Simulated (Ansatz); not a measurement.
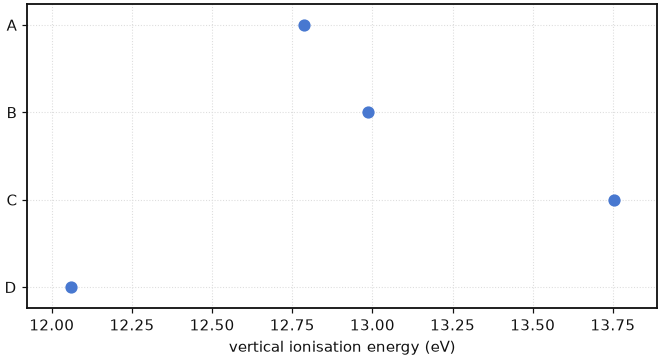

Vertical ionisation energy of B₂O₃, SMILES O=BOB=O, taken as the energy of the cation less that of the neutral at fixed geometry (unrestricted doublet cation, cores frozen in correlated methods, no spin-orbit coupling), the Ansatz code, at a PBE0-D4/def2-TZVP geometry (a minimum by its frequencies).

> The letters stand for B2PLYP/def2-TZVPP, MP2/def2-QZVPP, PBE-D4/def2-TZVPP and ωB97X-V/def2-TZVPP. Which is which?

A: B2PLYP/def2-TZVPP (12.79 eV); B: ωB97X-V/def2-TZVPP (12.99 eV); C: MP2/def2-QZVPP (13.75 eV); D: PBE-D4/def2-TZVPP (12.06 eV).

Caveats, for all or some of the runs: one conformer of a flexible molecule.
